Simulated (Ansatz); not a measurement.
**CH7AlSi (SMILES [CH3][AlH][SiH3]) at HSE06/cc-pVDZ**

What is the vertical singlet–triplet gap of CH7AlSi at HSE06/cc-pVDZ? 

The results are computed with Ansatz 0.2.0.

68 further runs of the same task are left out: 68 set aside as unsound or not needed.

### Step 1. The system as given

The species is CH7AlSi (10 atoms), meant as a singlet with charge 0. SMILES: `[CH3][AlH][SiH3]`. The shape is that of a PBE0-D4/def2-TZVP optimisation.

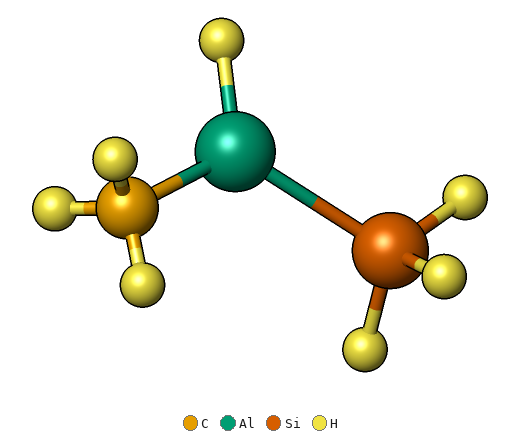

The structure, seen from a chosen angle (carbon amber, aluminium teal, silicon orange, hydrogen yellow).

### Step 2. The energy at HSE06/cc-pVDZ

Input file molecule.yaml:

```yaml
crystal:
  periodic: [false, false, false]
  atoms:
    - {symbol: C, position_ang: [-1.428400, 0.967200, -0.792400]}
    - {symbol: Al, position_ang: [0.409100, 0.309500, -0.720900]}
    - {symbol: Si, position_ang: [1.161700, -1.107300, 1.145400]}
    - {symbol: H, position_ang: [-1.909200, 0.659300, -1.727500]}
    - {symbol: H, position_ang: [-2.050600, 0.624100, 0.036600]}
    - {symbol: H, position_ang: [-1.438000, 2.063000, -0.790400]}
    - {symbol: H, position_ang: [1.416900, 0.709200, -1.887700]}
    - {symbol: H, position_ang: [0.334900, -2.347600, 1.241000]}
    - {symbol: H, position_ang: [1.000200, -0.395000, 2.448500]}
    - {symbol: H, position_ang: [2.586600, -1.533600, 1.050400]}
basis:
  gaussian: {orbitals: cc-pVDZ}
hamiltonian: {xc: {name: HSE06}}
accuracy: high
output: {orbitals: {seedname: orbitals}}
```

Command:

```bash
$ ansatz run molecule.yaml --threads 1 --pin off --max-ram 3480MiB --events-out events.jsonl --progress --plain --runs-dir runs
```

What it wrote:

```text
Warning: RAYON_NUM_THREADS=1 ignored (pool sized by the plan → 1); use --threads N
Functional definition: HSE06
  name "HSE06"
  parameter a = 0.25
  parameter omega = 0.11/bohr
  exchange = pbe_x - a*pbe_x_sr(omega) + a*exact_x_sr(omega)
  correlation = pbe_c
2025 factors; integrals over basis functions are off by at most 3.9e-9 eV
114 factors; integrals over basis functions are off by at most 2.3e-9 eV
mean field evaluation 1: about -15611.1858 eV, gradient 4.6e1 eV
mean field evaluation 2: about -15607.4199 eV, gradient 5.5e1 eV
mean field evaluation 4: about -15616.6692 eV, gradient 1.4e0 eV
mean field evaluation 8: about -15616.7944 eV, gradient 3.5e-2 eV
mean field evaluation 16: about -15616.7944 eV, gradient 1.3e-6 eV
mean field -15616.79439865 eV, -573.9066087071 hartree, gradient 6.7e-8 eV, S^2 0.000000; 0 other end points of the search recorded, 0 dependent functions left out
reference -15616.79440290 eV, -573.9066088630 hartree; 20, 20 occupied and 65, 65 virtual orbitals, 2025 factors
Total energy: -15616.79440290 eV, -573.9066088630 hartree
```

It took 8.7 s on 1 thread of Arm Neoverse V1, shared host; peak memory 0.3 GiB.

### Step 3. The triplet, same level

Input file job.yaml:

```yaml
crystal:
  periodic: [false, false, false]
  atoms:
    - {symbol: C, position_ang: [-1.428400, 0.967200, -0.792400]}
    - {symbol: Al, position_ang: [0.409100, 0.309500, -0.720900]}
    - {symbol: Si, position_ang: [1.161700, -1.107300, 1.145400]}
    - {symbol: H, position_ang: [-1.909200, 0.659300, -1.727500]}
    - {symbol: H, position_ang: [-2.050600, 0.624100, 0.036600]}
    - {symbol: H, position_ang: [-1.438000, 2.063000, -0.790400]}
    - {symbol: H, position_ang: [1.416900, 0.709200, -1.887700]}
    - {symbol: H, position_ang: [0.334900, -2.347600, 1.241000]}
    - {symbol: H, position_ang: [1.000200, -0.395000, 2.448500]}
    - {symbol: H, position_ang: [2.586600, -1.533600, 1.050400]}
basis:
  gaussian:
    orbitals: cc-pVDZ
total_charge: 0
magnetization:
  spin_polarized: true
  initial_magnetization: 2
hamiltonian:
  xc: hse06
accuracy: high
output:
  orbitals: {seedname: orbitals}
```

Command:

```bash
$ ansatz run job.yaml --threads 1 --pin off --max-ram 3480MiB --events-out events.jsonl --progress --plain --runs-dir runs
```

What it wrote, cut to the lines that bear on the results:

```text
Warning: RAYON_NUM_THREADS=1 ignored (pool sized by the plan → 1); use --threads N
[... 6 set-up lines as earlier in the session ...]
2025 factors; integrals over basis functions are off by at most 3.9e-9 eV
114 factors; integrals over basis functions are off by at most 2.3e-9 eV
mean field evaluation 1: about -15607.3646 eV, gradient 3.3e1 eV
mean field evaluation 2: about -15594.3371 eV, gradient 4.9e1 eV
mean field evaluation 4: about -15612.9347 eV, gradient 2.6e0 eV
mean field evaluation 8: about -15613.1441 eV, gradient 1.3e-1 eV
mean field evaluation 16: about -15613.1445 eV, gradient 1.8e-3 eV
mean field evaluation 32: about -15612.0804 eV, gradient 6.2e0 eV
mean field -15613.14446899 eV, -573.7724762659 hartree, gradient 6.7e-8 eV, S^2 2.003299; 3 other end points of the search recorded, 0 dependent functions left out
reference -15613.14447353 eV, -573.7724764329 hartree; 21, 19 occupied and 64, 66 virtual orbitals, 2025 factors
Total energy: -15613.14447353 eV, -573.7724764329 hartree
```

Run time: 22 s. Hardware: 1 thread of Arm Neoverse V1, shared host; peak memory 0.43 GiB.

### Step 4. Outcome

Level: HSE06/cc-pVDZ.

| quantity | value |
| --- | --- |
| singlet: total energy | -573.90661 Eh |
| singlet: HOMO energy | -6.90 eV |
| singlet: LUMO energy | -2.06 eV |
| singlet: HOMO–LUMO gap | 4.84 eV |
| triplet: total energy | -573.77248 Eh |
| triplet: HOMO energy (highest over α and β) | -3.47 eV |
| triplet: ⟨S²⟩ | 2.003 |
| vertical energy of the triplet above the singlet | 3.650 eV |

In words: At this shape the triplet lies 3.65 eV (84 kcal/mol) above the singlet.
